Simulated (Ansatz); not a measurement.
**Ligand exchange: SiH3I + C2H6S → SiH3(SH) + C2H5I**

Species: SiH3I `[SiH3]I`, singlet; C2H6S (ethanethiol) `CCS`, singlet; SiH3(SH) (sulfanylsilane), singlet; C2H5I (iodoethane) `CCI`, singlet. The partners trade I for SH: Si–I and C–SH bonds give way to Si–SH and C–I.

Shapes, held fixed at every level: PBE0-D4/def2-TZVP. Flexible molecules stand in one conformer, not always the lowest. Programs: Ansatz 0.2.0. The zero-point and thermal change to 298 K, harmonic and unscaled (PBE0-D4/def2-TZVP), is -1.4 kJ/mol.

```tsv
level	kind	ΔH(298 K) (kJ/mol)	less CCSD(T)/def2-TZVPP	CPU time (sum over the molecules)
HF/def2-SVP	Hartree–Fock	+27.0	+13.0	–
SPW92/def2-TZVPP	LDA	+19.9	+5.9	11 s
B3LYP-D4/def2-TZVPP	global hybrid	+16.2	+2.2	24 s
PBE0-D4/def2-TZVPP	global hybrid	+20.4	+6.4	20 s
MP2/def2-TZVPP	perturbation theory	+15.4	+1.4	–
CCSD(T)/def2-SVP	coupled cluster or CI	+23.6	+9.6	15 s
CCSD(T)/def2-TZVPP	coupled cluster or CI	+14.0	0.0	4.4 min
```

The highest level, CCSD(T)/def2-TZVPP, gives ΔH(298 K) = +14.0 kJ/mol; the levels span +14.0 to +27.0. The column of differences is taken from that level and isn't an error. No measured value is set beside it here. For atoms past krypton def2 sets carry core potentials with scalar relativity. Correlated rows may include outer-core shells of I, which these sets cover unevenly. Times are processor times on shared x86 and Arm servers, and rough.

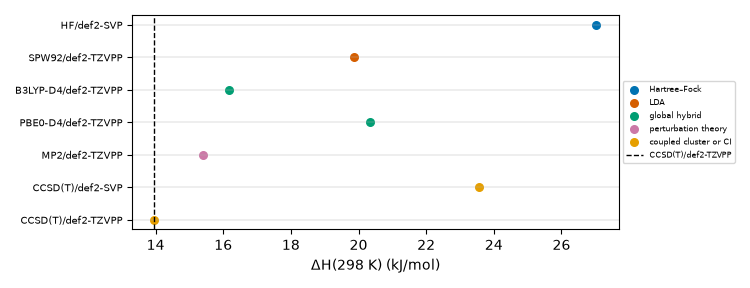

The values of the table, level by level.
